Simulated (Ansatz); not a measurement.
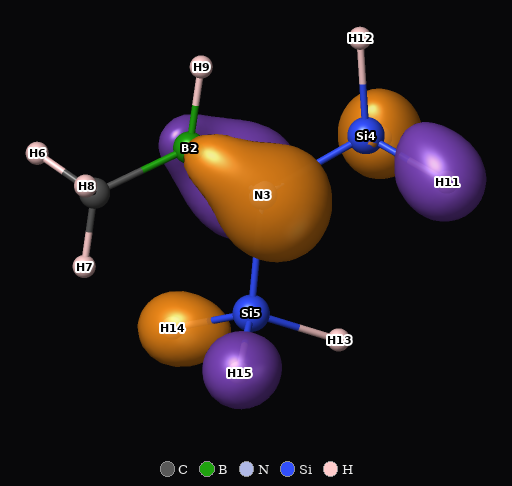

CH10BNSi2 (SMILES CBN([SiH3])[SiH3]). The HOMO at ±0.15 Å⁻³ᐟ² (orange and purple are the two phases), seen at a tilt.

Geometry: B3LYP/def2-SVP.

Level of theory: Ansatz, isolated molecule in a Gaussian basis; Kohn-Sham density functional theory, functional PBE0.

The calculation's input:

```
crystal:
  periodic: [false, false, false]
  atoms:
    - symbol: C
      position_ang: [-3.974004, 1.453882, 0.522001]
    - symbol: B
      position_ang: [-3.026825, 0.215144, 0.760932]
    - symbol: N
      position_ang: [-1.690315, 0.104741, 0.272484]
    - symbol: Si
      position_ang: [-0.722388, -1.348062, 0.611449]
    - symbol: Si
      position_ang: [-0.957511, 1.413342, -0.685555]
    - symbol: H
      position_ang: [-4.303007, 1.852204, 1.499319]
    - symbol: H
      position_ang: [-3.567242, 2.293568, -0.063907]
    - symbol: H
      position_ang: [-4.899381, 1.111403, 0.023563]
    - symbol: H
      position_ang: [-3.468020, -0.712394, 1.408029]
    - symbol: H
      position_ang: [0.517104, -0.975935, 1.355460]
    - symbol: H
      position_ang: [-0.306335, -1.996324, -0.667210]
    - symbol: H
      position_ang: [-1.527973, -2.299095, 1.419293]
    - symbol: H
      position_ang: [0.426100, 0.976032, -1.029311]
    - symbol: H
      position_ang: [-0.882979, 2.681991, 0.091302]
    - symbol: H
      position_ang: [-1.713930, 1.654932, -1.945702]
basis:
  gaussian:
    orbitals: def2-SVPD
hamiltonian:
  xc: pbe0
output: {forces: true, orbitals: {seedname: orbitals}}
```

Run with:

```sh
ansatz run input.yaml --threads 2 --pin off --max-ram 4350MiB --events-out events.jsonl --progress --plain --runs-dir runs
```

Q: Where does this orbital lie, and at what energy?

A: It lies mainly on N3 (about 40 %), Si4 (about 10 %), B2 (about 10 %), Si5 (about 10 %), H11 (about 5 %) and H10 (about 5 %). Its energy is −8.18 eV.
